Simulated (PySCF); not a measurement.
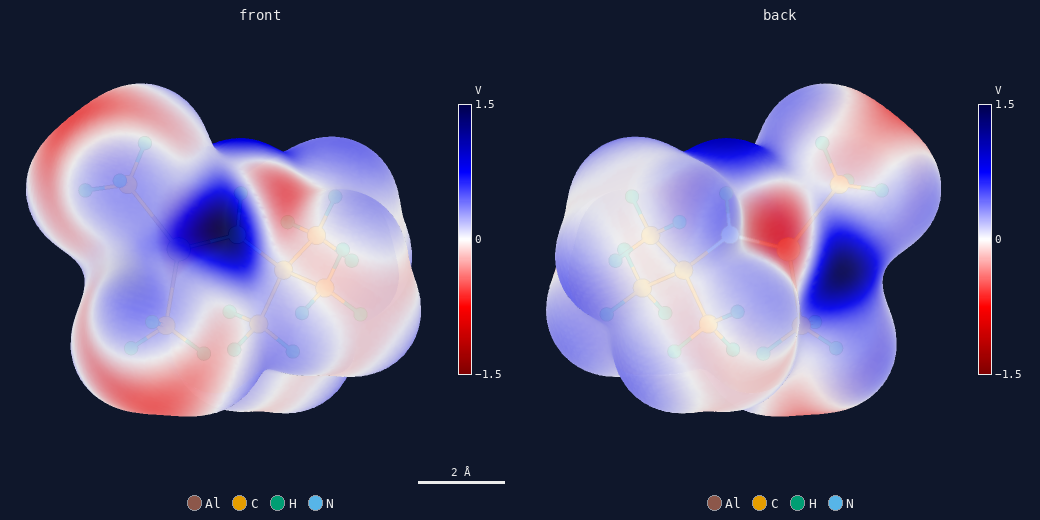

*C$_{6}$H$_{16}$AlN (AlMe2(NHtBu)). The electrostatic potential painted on the density surface at 0.001 e/bohr³, seen from the front and from behind; the colour scale runs from red (negative) to blue (positive).*

Geometry: PBE0-D3(BJ)/def2-SVP.

All numbers below come from PySCF 2.14.0, PBE0/pcSseg-1 Al:pcSseg-2, SCF density, gas phase, non-relativistic.

```xyz
24

Al    1.0816    1.1028    0.6739
C     2.4405    1.2683    2.0773
H     2.4407    0.4209    2.7818
H     2.2955    2.1906    2.6651
H     3.4542    1.3339    1.6451
C     0.6454    2.5963   -0.5192
H     0.6317    3.5505    0.0341
H    -0.3257    2.4917   -1.0282
H     1.4128    2.7056   -1.3059
N     0.2765   -0.4898    0.5451
C    -0.7603   -1.0190   -0.3404
C    -0.3535   -0.8086   -1.8033
C    -0.9207   -2.5163   -0.0777
C    -2.0972   -0.3136   -0.0757
H     0.5444   -1.1716    1.2491
H    -1.1201   -1.1942   -2.4938
H    -0.2149    0.2617   -2.0204
H     0.5963   -1.3243   -2.0111
H     0.0289   -3.0443   -0.2597
H    -1.6878   -2.9572   -0.7320
H    -1.2222   -2.6974    0.9670
H    -2.0052    0.7684   -0.2587
H    -2.3998   -0.4546    0.9729
H    -2.8989   -0.7003   -0.7253
```

> Describe the electrostatic potential map.

The most negative region (about −0.5 V) lies over C2, C6, N10 and H18, the most positive (about +1.4 V) over Al1.
